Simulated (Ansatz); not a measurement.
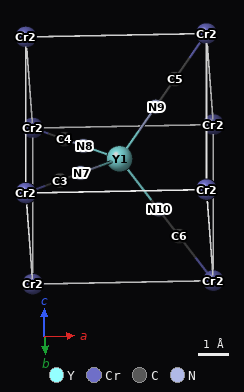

Solid YCrC4N4 (a generated structure, set up in P-43m) (coarse preliminary run), before the relaxation. The picture is a ball-and-stick view of the cell of the calculation, seen from a free direction.

The calculation used Ansatz 0.2.0, DFT PBE, scalar-relativistic, plane waves, PAW.

The input:
```yaml
crystal:
  lattice:
    - [6.14069746, 0.0, 0.0]
    - [0.0, 6.14069746, 0.0]
    - [0.0, 0.0, 6.14069746]
  atoms:
    - { symbol: "Y", position: [0.5, 0.5, 0.5] }
    - { symbol: Cr, position: [0.0, 0.0, 0.0], spin: 3.0 }
    - { symbol: C, position: [0.18221136, 0.18221136, 0.18221136] }
    - { symbol: C, position: [0.18221136, 0.81778864, 0.81778864] }
    - { symbol: C, position: [0.81778864, 0.18221136, 0.81778864] }
    - { symbol: C, position: [0.81778864, 0.81778864, 0.18221136] }
    - { symbol: "N", position: [0.29221512, 0.29221512, 0.29221512] }
    - { symbol: "N", position: [0.29221512, 0.70778488, 0.70778488] }
    - { symbol: "N", position: [0.70778488, 0.29221512, 0.70778488] }
    - { symbol: "N", position: [0.70778488, 0.70778488, 0.29221512] }
basis:
  ecutwfc: 420
kpoints:
  mp_grid: { grid: [4, 4, 4] }
hamiltonian:
  xc: pbe
scf:
  occupations: { method: gaussian, width: 0.1 }
  lower_state_search: "off"
output:
  forces: true
  stress: true
  eigenvalues: true
  populations: true
magnetization:
  spin_polarized: true
relax:
  adjacent_minimum: "off"
  f_tol: 0.04
  max_steps: 70
  cell: { stress_tol: 0.4 }
```

Run as
```bash
ansatz run input.yaml --threads 1 --pin off --max-ram 2560MiB --backend cpu --events-out ev --progress --plain --runs-dir out
```

### Where does the relaxation end?

After 3 accepted moves (4 points after the start) the energy has fallen by 0.283 eV per cell of the calculation. The largest force component goes from 0.72 to 0.022 eV/Å. Pressure: 4.74 GPa at the start and 0.24 GPa at the end. At 1 point the geometry stayed and the basis and grid were re-selected for the new cell (energy shift of 42.3 meV per cell of the calculation at most each time). The largest moves relative to the cell, 0.045 Å, are those of C3, C4, C5 and C6. C4 goes along [1 −1 −1]. Largest moves by element: C 0.045 Å, N 0.028 Å. Cr and Y stay in place. Cell: a = b = c 6.141 → 6.297 Å (+2.5 %). Volume +7.8 %. Near-neighbour distances that change, for instance: Cr2–C3 1.938 → 2.032 Å, Y1–C3 3.380 → 3.421 Å, Y1–N10 2.210 → 2.238 Å, C3–N7 1.170 → 1.183 Å. The space group stays P-43m (No. 215). Cost: 47 s on 1 thread of Intel(R) Xeon(R) 6975P-C (Granite Rapids) (shared host), peak memory 0.6 GiB.

History of the run:

```json
{"step": "0", "E − E(0), meV/atom": "0.00", "largest force component, eV/Å": "0.7249", "pressure, GPa": "4.74", "volume, Å³/atom": "23.155", "note": ""}
{"step": "1", "E − E(0), meV/atom": "-18.52", "largest force component, eV/Å": "0.3104", "pressure, GPa": "0.73", "volume, Å³/atom": "24.414", "note": ""}
{"step": "2", "E − E(0), meV/atom": "-23.96", "largest force component, eV/Å": "0.1499", "pressure, GPa": "0.09", "volume, Å³/atom": "24.819", "note": ""}
{"step": "3", "E − E(0), meV/atom": "-24.06", "largest force component, eV/Å": "0.0201", "pressure, GPa": "0.01", "volume, Å³/atom": "24.965", "note": ""}
{"step": "4", "E − E(0), meV/atom": "-28.29", "largest force component, eV/Å": "0.0221", "pressure, GPa": "0.24", "volume, Å³/atom": "24.965", "note": "same geometry, new basis"}
```

Final geometry:

```
CELL_PARAMETERS angstrom
6.29666 0.00000 0.00000
0.00000 6.29666 0.00000
0.00000 0.00000 6.29666
ATOMIC_POSITIONS crystal
Y 0.50000 0.50000 0.50000
Cr 0.00000 0.00000 0.00000
C 0.18634 0.18634 0.18634
C 0.18634 0.81366 0.81366
C 0.81366 0.18634 0.81366
C 0.81366 0.81366 0.18634
N 0.29481 0.29481 0.29481
N 0.29481 0.70519 0.70519
N 0.70519 0.29481 0.70519
N 0.70519 0.70519 0.29481
```

After the run, drawn alike:

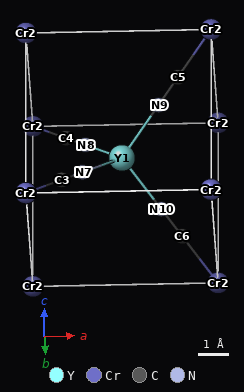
